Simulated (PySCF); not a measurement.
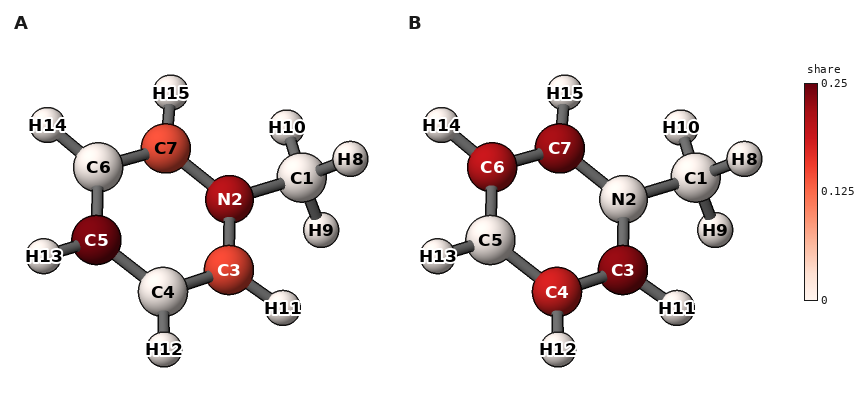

Each panel colours the atoms by their Löwdin share in one orbital (up to four of the largest shares; other atoms are shown as zero). Charge +1, singlet. The geometry was computed by an optimisation with PBE0-D3(BJ)/def2-SVP. No frequency run is at hand to confirm it as a minimum. Computed with PBE0/def2-SVPD (PySCF 2.14.0).

Question: The panels show the HOMO, LUMO, in some order. Which is which?

Answer: A: LUMO, −6.76 eV; C5 0.24, N2 0.20, C3 0.15, C7 0.14
B: HOMO, −13.15 eV; C3 0.23, C7 0.22, C6 0.19, C4 0.18
